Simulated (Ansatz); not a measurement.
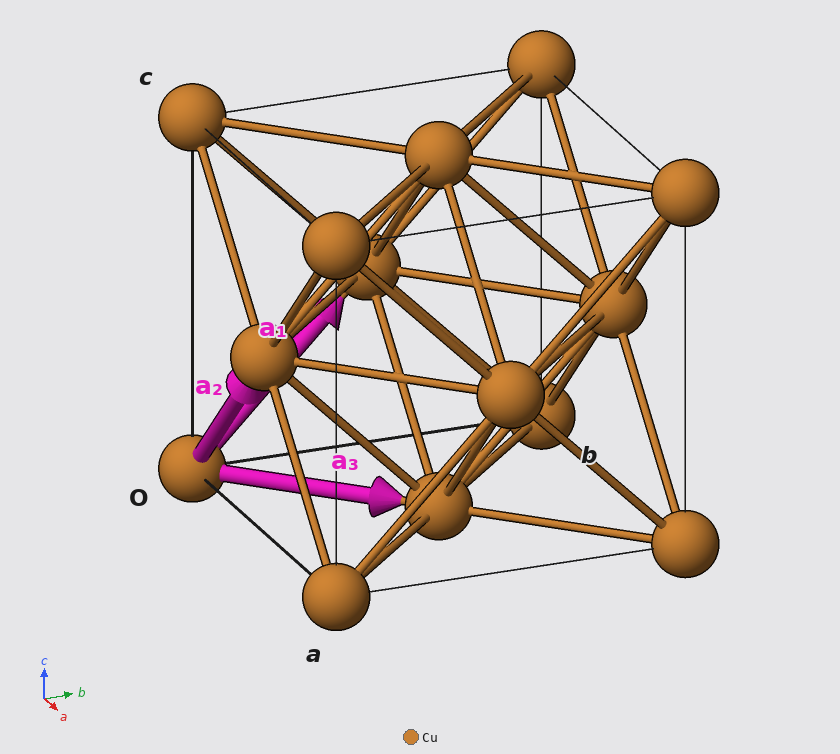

Crystal: Cu, a calculation's input that goes back to an entry of the Crystallography Open Database (an earlier step may have relaxed or displaced it). The conventional cell (thin) and a primitive cell (coloured, vectors a₁, a₂, a₃). Symmetry computed with spglib at a tolerance of 0.002 Å; standard conventional cell.

a = 3.615 Å, b = 3.615 Å, c = 3.615 Å, α = 90.00°, β = 90.00°, γ = 90.00°.

What is the centring, and how are the primitive vectors built?

Answer. F, face-centred cubic, with lattice points at (0, 0, 0), (1/2, 1/2, 0), (1/2, 0, 1/2), (0, 1/2, 1/2). a₁ = 1/2 b + 1/2 c; a₂ = 1/2 a + 1/2 c; a₃ = 1/2 a + 1/2 b.

Give the primitive cell's size and content.

Answer. Edges 2.556, 2.556, 2.556 Å; angles 60.00°, 60.00°, 60.00°; volume 11.81 Å³, 1/4 of the conventional cell; 1 of its 4 atoms.
